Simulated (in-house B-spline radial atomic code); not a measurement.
## Zr¹⁷⁺: RPA and GW calculation

System: Zr¹⁷⁺, configuration [Ar] 3d5.
Method: RPA, second-order and SOSEX correlation energies and G0W0 (contour deformation) on a non-relativistic mean field, all electrons, B-spline basis (in-house B-spline radial atomic code).

**Input file**
```
Z = 40
electrons = 23.0
configuration = [Ar] 3d5
hamiltonian = nr
method = b88,lyp
lmax = 9
spin_polarised = True
box_radius = 4.58
intervals = 48
```

Hardware: 1 CPU thread, shared host.

The run was one of a batch that the task file lists, launched with:
```bash
python <driver script> task.json out
```

The program writes its results to a structured record and prints no log; tables and figures of this report are taken from that record.

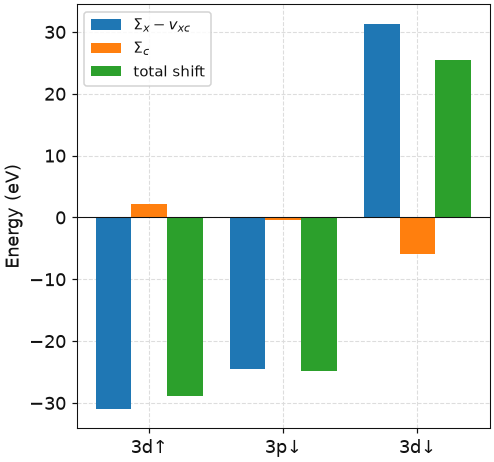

Parts of the G₀W₀ correction to each level for Zr¹⁷⁺ ([Ar] 3d⁵). All-electron spherical atom, non-relativistic, BLYP start, no spin-orbit coupling, Breit or QED terms; computed with a B-spline radial code. The quasi-particle equation is solved at full frequency; levels of low quasi-particle weight Z are left out. Σ columns are in eV, and Σc holds an estimate for the angular momenta beyond the basis. G₀W₀ moves the highest occupied level, 3d↑, from −666.0 to −694.8 eV (renormalisation factor Z = 0.99). The empty level 3d↓ goes from −651.3 to −625.9 eV.

| Level | Mean field (eV) | Σx − vxc (eV) | Σc (eV) | Z | G₀W₀ (eV) |
| --- | --- | --- | --- | --- | --- |
| 3d↑ | −666.0 | −31.0 | 2.2 | 0.99 | −694.8 |
| 3p↓ | −779.3 | −24.5 | −0.4 | 0.98 | −804.2 |
| 3d↓ | −651.3 | 31.3 | −5.9 | 0.99 | −625.9 |

**Summary**

| quantity | value |
| --- | --- |
| outcome | converged |
| mean-field total energy | −3397.68499 hartree |
| total energy with exact exchange alone | −3396.60081 hartree |
| exact exchange energy | −94.34977 hartree |
| RPA correlation, extrapolated in the angular momentum of the empty orbitals | −1.66935 hartree |
| RPA correlation, as summed | −1.65246 hartree |
| direct second-order term | −1.79996 hartree |
| second-order exchange term | 0.58502 hartree |
| SOSEX term | 0.55748 hartree |
| wall time | 2.2 s |

**Remarks**

Relativity is left out, which matters for an atom this heavy. Limits: relativity is absent.
